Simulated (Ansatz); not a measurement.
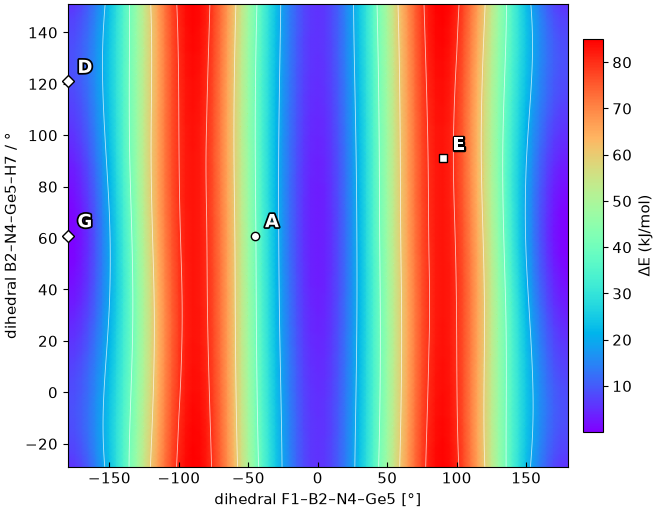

BClFGeH₄N, SMILES FB(Cl)[NH][GeH3]. The first coordinate is: dihedral F1–B2–N4–Ge5; the second: dihedral B2–N4–Ge5–H7. Nothing is relaxed (all other coordinates rigid). The scan uses an 8 × 7 grid. Energies are in kJ/mol, from the relaxed molecule at the same level. The calculation used Ansatz, RKS PBE0-D4/def2-SVP.

Drawn: a smooth colour map with a few white contour lines, lettered points. Between grid points the surface is interpolated.

Question: What kind of point is each of A, G: minimum, saddle, maximum or slope?

Answer: A: on a slope; G: minimum. (In these two coordinates alone; a stationary point may lie a little off the grid point.)

Question: Rank the lettered points by energy, lowest first.

Answer: G (0 kJ/mol), D (8 kJ/mol), A (41 kJ/mol), E (83 kJ/mol).
